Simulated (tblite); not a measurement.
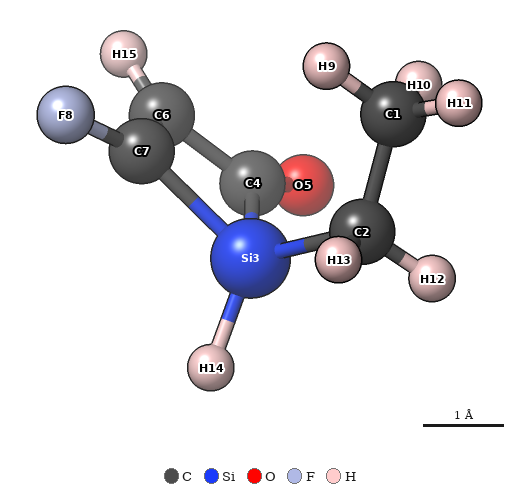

Fig. 1: The structure (ball-and-stick view, seen at a tilt; atoms are numbered from 1 in the order of the input).

# Frequency calculation, with input and output: C₅H₇FOSi

System: C₅H₇FOSi.
Method: GFN2-xTB harmonic vibrations, gas phase (tblite 0.8.0).

It belongs to a series of runs on one base structure; here: H on C replaced by F.

**The program's output**
```
mode    cm-1     km/mol
  1      38.4      0.18
  2      82.2      1.93
  3      99.6      0.23
  4     122.2      5.79
  5     231.2      0.27
  6     280.1     12.23
  7     298.1     19.32
  8     367.5      3.97
  9     435.1     14.02
 10     492.9     40.80
 11     522.3     13.49
 12     552.7     14.36
 13     593.4     27.55
 14     613.6     78.80
 15     644.7     13.53
 16     728.9     60.93
 17     761.1    145.32
 18     848.2     44.68
 19     974.8      4.22
 20    1013.5     85.30
 21    1020.1      6.35
 22    1069.5     12.89
 23    1141.8     23.14
 24    1196.2    145.79
 25    1229.5      1.56
 26    1280.6      3.97
 27    1418.8      1.84
 28    1468.2      1.47
 29    1502.0      3.16
 30    1506.4      5.97
 31    1586.6    245.53
 32    1780.1    353.50
 33    2276.1    291.64
 34    2970.0     23.25
 35    2984.4     17.65
 36    3027.9     38.38
 37    3033.8     32.55
 38    3039.5     14.46
 39    3105.7     18.28
```

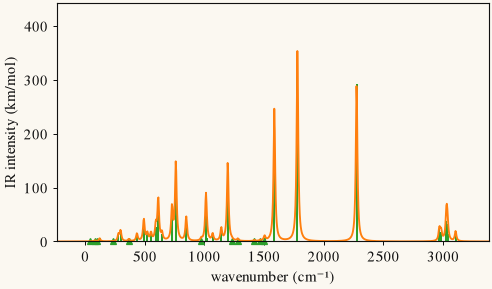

Fig. 2: Harmonic infrared spectrum, unscaled: sticks (degenerate modes added up, dark ones marked on the axis) with a Lorentzian envelope of 16 cm⁻¹ full width, scaled to the tallest stick. 39 modes from 38 to 3106 cm⁻¹, none imaginary. The strongest line is at 1780 cm⁻¹ (354 km/mol).

The run was set up as follows.

**Input file**
```
{"job": {"kind": "ir", "xc": "GFN2-xTB", "basis": "xTB"}, "charge": 0, "multiplicity": 1}
C      1.807342     0.613078    -0.244621
C      1.409341    -0.836928     0.032672
Si    -0.462600    -1.063866     0.272061
C     -1.684676    -0.090625    -0.905630
O     -2.033247    -0.125409    -2.057602
C     -2.097703     0.816437     0.181303
C     -1.356445     0.356295     1.204129
F     -1.349907     0.844375     2.445993
H      1.539329     1.253991     0.592312
H      1.306373     0.987709    -1.134397
H      2.881583     0.690237    -0.399747
H      1.745198    -1.464438    -0.794506
H      1.937188    -1.191138     0.919946
H     -0.838941    -2.406992     0.706725
H     -2.807249     1.625263     0.136829
```

The first line tells a small driver script what to run in tblite; the rest is the geometry in Å.

Launched with:
```bash
OMP_NUM_THREADS=1 python <driver script> task.json out
```

**Key numbers**

```csv
quantity,value
outcome,converged
total energy,−672.4781 eV
zero-point energy,66.2430 kcal/mol
hardware,"1 CPU thread, shared host"
peak memory,0.18 GiB
```
